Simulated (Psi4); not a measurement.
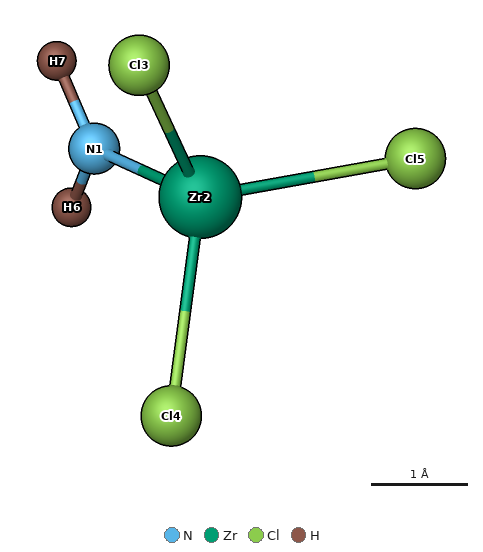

**Figure 1.** The structure as given in the input (ball-and-stick view, seen at a tilt; atoms are numbered from 1 in the order of the input). Sticks mark near contacts. Bond lengths as drawn: Cl–Zr 2.34 Å, H–N 1.01 Å and N–Zr 1.99 Å.

**ZrNH2Cl3: single-point calculation**

The run: single-point calculation of ZrNH2Cl3. Method and program: B3LYP/def2-TZVPP, RKS, dispersion D4, core potentials def2 (Psi4 1.11).

The geometry was optimised with PBE0/def2-TZVP.

Log:
```
=> Loading Basis Set <=

    Name: DEF2-TZVPP
    Role: ORBITAL
    Keyword: BASIS

    !!!  WARNING: ECP capability is in beta. Please check occupations closely.  !!!

   => B3LYP-D4(BJ,EEQ)ATM: Empirical Dispersion <=

        a1 =       0.408680
        a2 =       4.538071
       alp =      16.000000
        s6 =       1.000000
        s8 =       2.029294
        s9 =       1.000000
        ga =       3.000000
        gc =       2.000000
        wf =       6.000000

         ---------------------------------------------------------
                                   SCF
                              RKS Reference
                        2 Threads,   3147 MiB Core
         ---------------------------------------------------------

  ==> Geometry <==

    Molecular point group: c1
    Full point group: C1

    Geometry (in Angstrom), charge = 0, multiplicity = 1:

       Center              X                  Y                   Z               Mass
    ------------   -----------------  -----------------  -----------------  -----------------
         N            0.020342662344    -0.010984253374    -2.189050278213    14.003074004430
         ZR           0.020342662344    -0.010984253374    -0.197545278213    89.904697700000
         CL           0.020342662344    -2.241852288807     0.496728538454    34.968852682000
         CL           1.860886162283     1.250418533165     0.496356462790    34.968852682000
         CL          -1.942175481902     1.024347097874     0.551237891665    34.968852682000
         H            0.386995463441     0.729949964880    -2.772805994375     1.007825032230
         H           -0.369657171121    -0.739468009706    -2.773313611543     1.007825032230

  Running in c1 symmetry.

  Rotational constants: A =      0.04661  B =      0.04350  C =      0.03230 [cm^-1]
  Rotational constants: A =   1397.24913  B =   1304.19342  C =    968.37263 [MHz]
  Nuclear repulsion =  359.541425725449130

  Charge       = 0
  Multiplicity = 1
  Electrons    = 72
  Nalpha       = 36
  Nbeta        = 36

  ==> Algorithm <==

  SCF Algorithm Type is DF.
  DIIS enabled.
  MOM disabled.
  Fractional occupation disabled.
  Guess Type is SAD.
  Energy threshold   = 1.00e-06
  Density threshold  = 1.00e-06
  Integral threshold = 1.00e-12

  ==> Primary Basis <==

  Basis Set: DEF2-TZVPP
    Blend: DEF2-TZVPP
    Number of shells: 81
    Number of basis functions: 241
    Number of Cartesian functions: 281
    Spherical Harmonics?: true
    Max angular momentum: 4

  Core potential: DEF2-TZVPP
    Number of shells: 4
    Number of ECP primitives: 14
    Number of ECP core electrons: 28
    Max angular momentum: 3

  ==> DFT Potential <==

   => LibXC <=

    Version 7.1.2

   => Composite Functional: B3LYP-D4BJEEQATM <=

    B3LYP-d4bjeeqatm Hyb-GGA Exchange-Correlation Functional

    Deriv               =              1
    GGA                 =           TRUE
    Meta                =          FALSE

    Exchange Hybrid     =           TRUE
    MP2 Hybrid          =          FALSE

   => Exchange Functionals <=

    0.0800   Slater exchange
    0.7200         Becke 88

   => Exact (HF) Exchange <=

    0.2000               HF

   => Correlation Functionals <=

    0.1900   Vosko, Wilk & Nusair (VWN5_RPA)
    0.8100   Lee, Yang & Parr

   => LibXC Density Thresholds  <==

    XC_HYB_GGA_XC_B3LYP:  1.00E-15

   => Molecular Quadrature <=

    Radial Scheme          =       TREUTLER
    Pruning Scheme         =           NONE
    Nuclear Scheme         =       TREUTLER

    Blocking Scheme        =         OCTREE
    BS radius alpha        =              1
    Pruning alpha          =              1
    Radial Points          =             99
    Spherical Points       =            590
    Total Points           =         390282
    Total Blocks           =           2891
    Max Points             =            256
    Max Functions          =            210
    Weights Tolerance      =       1.00E-15

   => Loading Basis Set <=

    Name: (DEF2-TZVPP AUX)
    Role: JKFIT
    Keyword: DF_BASIS_SCF

  ==> Integral Setup <==

  DFHelper Memory: AOs need 0.310 GiB; user supplied 0.660 GiB.
  SCF_SUBTYPE=INCORE selected. In-core MEM_DF algorithm will be used.
  Using in-core AOs.

  ==> MemDFJK: Density-Fitted J/K Matrices <==

    J tasked:                   Yes
    K tasked:                   Yes
    wK tasked:                   No
    Memory [MiB]:               675
    Algorithm:                 Core
    Schwarz Cutoff:           1E-12
    Mask sparsity (%):      11.5563
    Fitting Condition:        1E-10

   => Auxiliary Basis Set <=

  Basis Set: (DEF2-TZVPP AUX)
    Blend: DEF2-UNIVERSAL-JKFIT
    Number of shells: 200
    Number of basis functions: 752
    Number of Cartesian functions: 982
    Spherical Harmonics?: true
    Max angular momentum: 6

  Cached 100.0% of DFT collocation blocks in 1.645 [GiB].

  Minimum eigenvalue in the overlap matrix is 9.1102448965E-04.
  Reciprocal condition number of the overlap matrix is 1.3578571449E-04.
    Using symmetric orthogonalization.

  ==> Pre-Iterations <==

  SCF Guess: Superposition of Atomic Densities via on-the-fly atomic UHF (no occupation information).

   -------------------------
    Irrep   Nso     Nmo
   -------------------------
     A        241     241
   -------------------------
    Total     241     241
   -------------------------

  ==> Iterations <==

                           Total Energy        Delta E     RMS |[F,P]|

   @DF-RKS iter SAD: -1483.50686624015952   -1.48351e+03   0.00000e+00
   @DF-RKS iter   1: -1483.56302325235038   -5.61570e-02   4.72938e-03 DIIS/ADIIS
   @DF-RKS iter   2: -1481.28994910737879    2.27307e+00   9.28660e-03 DIIS/ADIIS
   @DF-RKS iter   3: -1483.92798803511937   -2.63804e+00   1.93427e-03 DIIS/ADIIS
   @DF-RKS iter   4: -1484.02676846590589   -9.87804e-02   8.50864e-04 DIIS/ADIIS
   @DF-RKS iter   5: -1484.04190104950567   -1.51326e-02   5.28142e-04 DIIS/ADIIS
   @DF-RKS iter   6: -1484.04977372748181   -7.87268e-03   5.60221e-05 DIIS
   @DF-RKS iter   7: -1484.04984381612098   -7.00886e-05   1.97663e-05 DIIS
   @DF-RKS iter   8: -1484.04985379231721   -9.97620e-06   5.11858e-06 DIIS
   @DF-RKS iter   9: -1484.04985446040155   -6.68084e-07   1.25489e-06 DIIS
   @DF-RKS iter  10: -1484.04985449962487   -3.92233e-08   4.39046e-07 DIIS
  Energy and wave function converged.

  ==> Post-Iterations <==

   Electrons on quadrature grid:
      Ntotal   =   72.0000026625 ; deviation = 2.662e-06

    Orbital Energies [Eh]
    ---------------------

    Doubly Occupied:

       1A   -101.522160     2A   -101.521954     3A   -101.513393
       4A    -14.326352     5A     -9.456286     6A     -9.456078
       7A     -9.447483     8A     -7.212776     9A     -7.212570
      10A     -7.211536    11A     -7.211474    12A     -7.211327
      13A     -7.211265    14A     -7.204091    15A     -7.202846
      16A     -7.202455    17A     -2.181926    18A     -1.320705
      19A     -1.318321    20A     -1.316327    21A     -0.854179
      22A     -0.815667    23A     -0.809228    24A     -0.802795
      25A     -0.516300    26A     -0.418834    27A     -0.389768
      28A     -0.380085    29A     -0.376985    30A     -0.361398
      31A     -0.359636    32A     -0.348136    33A     -0.342092
      34A     -0.340785    35A     -0.329012    36A     -0.299069

    Virtual:

      37A     -0.086188    38A     -0.073370    39A     -0.060015
      40A     -0.036935    41A     -0.033147    42A     -0.024767
      43A      0.015739    44A      0.023014    45A      0.030105
      46A      0.091977    47A      0.095993    48A      0.130581
      49A      0.135685    50A      0.145393    51A      0.153948
      52A      0.168583    53A      0.180337    54A      0.187838
      55A      0.197562    56A      0.210053    57A      0.282163
      58A      0.291981    59A      0.293662    60A      0.300321
      61A      0.329080    62A      0.331169    63A      0.343161
      64A      0.378276    65A      0.383623    66A      0.384366
      67A      0.387149    68A      0.391078    69A      0.399291
      70A      0.403697    71A      0.407469    72A      0.425589
      73A      0.426964    74A      0.434288    75A      0.447584
      76A      0.455890    77A      0.471857    78A      0.494466
      79A      0.501127    80A      0.514050    81A      0.530716
      82A      0.546241    83A      0.554919    84A      0.581437
      85A      0.597764    86A      0.613277    87A      0.649129
      88A      0.657704    89A      0.686427    90A      0.695577
      91A      0.708901    92A      0.757584    93A      0.784287
      94A      0.799728    95A      0.809733    96A      0.846291
      97A      0.896621    98A      0.929237    99A      0.941071
     100A      0.952385   101A      0.993971   102A      1.014009
     103A      1.042232   104A      1.044489   105A      1.092060
     106A      1.117556   107A      1.184109   108A      1.192029
     109A      1.199095   110A      1.204696   111A      1.248915
     112A      1.289890   113A      1.302348   114A      1.326075
     115A      1.327317   116A      1.351200   117A      1.399613
     118A      1.488468   119A      1.508333   120A      1.512863
     121A      1.534744   122A      1.549713   123A      1.579196
     124A      1.599791   125A      1.602197   126A      1.619618
     127A      1.648175   128A      1.676572   129A      1.684825
     130A      1.699307   131A      1.727338   132A      1.741660
     133A      1.746944   134A      1.758135   135A      1.764333
     136A      1.787682   137A      1.806895   138A      1.819612
     139A      1.842724   140A      1.856324   141A      1.858017
     142A      1.882123   143A      1.898468   144A      1.910985
     145A      1.953603   146A      1.974657   147A      2.040578
     148A      2.070709   149A      2.071113   150A      2.076319
     151A      2.082090   152A      2.087599   153A      2.098116
     154A      2.139907   155A      2.168299   156A      2.187860
     157A      2.199231   158A      2.211759   159A      2.221017
     160A      2.223087   161A      2.233422   162A      2.240285
     163A      2.249310   164A      2.253408   165A      2.263287
     166A      2.289150   167A      2.292637   168A      2.306286
     169A      2.346633   170A      2.374126   171A      2.486898
     172A      2.515746   173A      2.550286   174A      2.558203
     175A      2.657725   176A      2.773748   177A      2.787092
     178A      2.839859   179A      2.850588   180A      2.963571
     181A      3.072854   182A      3.075888   183A      3.086423
     184A      3.098853   185A      3.165953   186A      3.284537
     187A      3.395865   188A      3.441395   189A      3.514705
     190A      3.661743   191A      3.814651   192A      3.890188
     193A      3.906596   194A      3.916435   195A      3.972236
     196A      4.204285   197A      4.222235   198A      4.447631
     199A      4.464262   200A      4.533303   201A      4.687817
     202A      4.832936   203A      4.931728   204A      5.391636
     205A      5.462981   206A      5.507417   207A      5.615754
     208A      5.661256   209A      6.042028   210A      6.404636
     211A      6.484959   212A      8.028549   213A      8.039157
     214A      8.041295   215A      8.049068   216A      8.057093
     217A      8.067626   218A      8.162269   219A      8.168670
     220A      8.168895   221A      8.173897   222A      8.178915
     223A      8.185350   224A      8.197289   225A      8.199689
     226A      8.204728   227A     10.732370   228A     10.741037
     229A     10.750038   230A     10.767711   231A     10.769957
     232A     10.775904   233A     11.017024   234A     11.022435
     235A     11.035404   236A     20.036303   237A     25.041582
     238A     25.107529   239A     25.166631   240A     32.472999
     241A     71.348172

    Final Occupation by Irrep:
              A
    DOCC [    36 ]
    NA   [    36 ]
    NB   [    36 ]

  @DF-RKS Final Energy: -1484.04985449962487

   => Energetics <=

    Nuclear Repulsion Energy =            359.5414257254491304
    One-Electron Energy =               -2778.6719620967210176
    Two-Electron Energy =                1014.5203515767063891
    DFT Exchange-Correlation Energy =     -79.4257462372630130
    Empirical Dispersion Energy =          -0.0139234677965704
    VV10 Nonlocal Energy =                  0.0000000000000000
    Total Energy =                      -1484.0498544996248711

Computation Completed

Properties will be evaluated at   0.000000,   0.000000,   0.000000 [a0]

Properties computed using the SCF density matrix

 Multipole Moments:

 ------------------------------------------------------------------------------------
     Multipole            Electronic (a.u.)      Nuclear  (a.u.)        Total (a.u.)
 ------------------------------------------------------------------------------------

 L = 1.  Multiply by 2.5417464519 to convert [e a0] to [Debye]
 Dipole X            :          1.3061088           -1.1947686            0.1113403
 Dipole Y            :         -0.7064738            0.6449786           -0.0614953
 Dipole Z            :         -6.7995423            5.6946411           -1.1049012
 Magnitude           :                                                    1.1121983

 ------------------------------------------------------------------------------------

	total time  =         69 seconds =       1.15 minutes
```

Standard output:
```
E = -1484.0498545
```

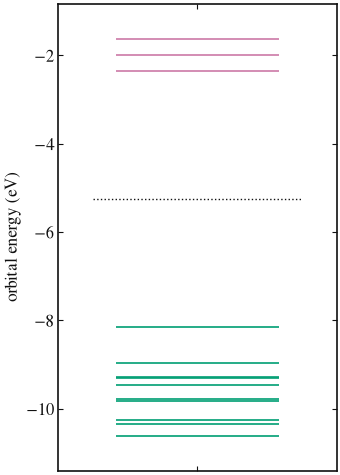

**Figure 2.** Orbital energies near the frontier; the dotted line parts filled from empty levels, and levels within 0.02 eV of each other stand side by side. Highest filled −8.14 eV, lowest empty −2.35 eV, 5.79 eV apart.

This output came from the following input.

Input file (run.py):
```python
import psi4

psi4.set_memory(3300000000)
psi4.set_num_threads(2)
psi4.core.set_output_file('psi4.out', False)

m = psi4.geometry("""
0 1
N
Zr 1 1.991505
Cl 2 2.336405 1 107.28679
Cl 2 2.336715 1 107.27487 3 124.4245
Cl 2 2.341808 1 108.64755 4 117.7615
H 1 1.012022 2 125.22727 3 -153.6714
H 1 1.012004 6 109.48878 2 178.41146
symmetry c1
""")

psi4.set_options(dict(basis='def2-TZVPP', scf_type='df', dft_radial_points=99, dft_spherical_points=590))

energy_value, wavefunction = psi4.energy("B3LYP-D4", return_wfn=True)
print('E =', round(energy_value, 9))
```

Launch command:
```bash
python run.py
```

Summary:

| quantity | value |
| --- | --- |
| outcome | converged |
| total energy | −1484.049854 hartree |
| dispersion energy | −0.013923 hartree |
| basis functions | 241 |
| HOMO | −8.14 eV |
| LUMO | −2.35 eV |
| dipole moment | 2.83 D |
| hardware | 2 threads of Intel Xeon @ 2.50GHz (Skylake/Cascade Lake), 189 GiB of memory available, shared host |
| wall time | 73 s (CPU time 2.4 min) |
| peak memory | 2.3 GiB |
